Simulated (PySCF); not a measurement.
Molecule: SMILES C[C](C)N([SiH3])C(C)C (C₆H₁₆NSi), doublet. Atoms near the plane z = 0.0 Å, at the GFN2-xTB optimised geometry (x, y, z in Å): Si5 (0.8, 1.4, 0.0), C7 (-1.4, -1.2, -0.5), C8 (1.0, -1.7, -0.9), H16 (2.2, 1.4, 0.0), H17 (0.3, 2.7, 0.0), H19 (-2.2, -0.6, -0.8), H20 (-1.2, -1.0, 0.6), H21 (-1.7, -2.2, -0.6), H22 (0.8, -2.7, -1.0), H24 (1.3, -1.5, 0.1).

Level of theory: unrestricted PBE0/def2-SVP (PySCF). Cells within 0.4 Å of a nucleus heavier than hydrogen are left out (blank, or x). The values are rescaled to run from 0 to 1.

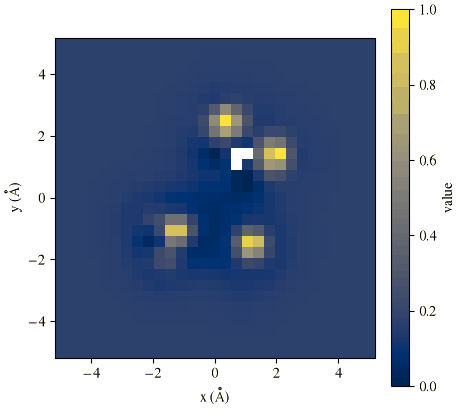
Figure. a field on the plane z = 0.0 Å.

Problem. Which quantity is mapped?
(A) log10 of the electron density
(B) deformation density (molecule minus spherical neutral atoms)
(C) spin density
(D) electrostatic potential

Solution. B, deformation density (molecule minus spherical neutral atoms). In full: deformation density (molecule minus spherical neutral atoms) (e/bohr³).
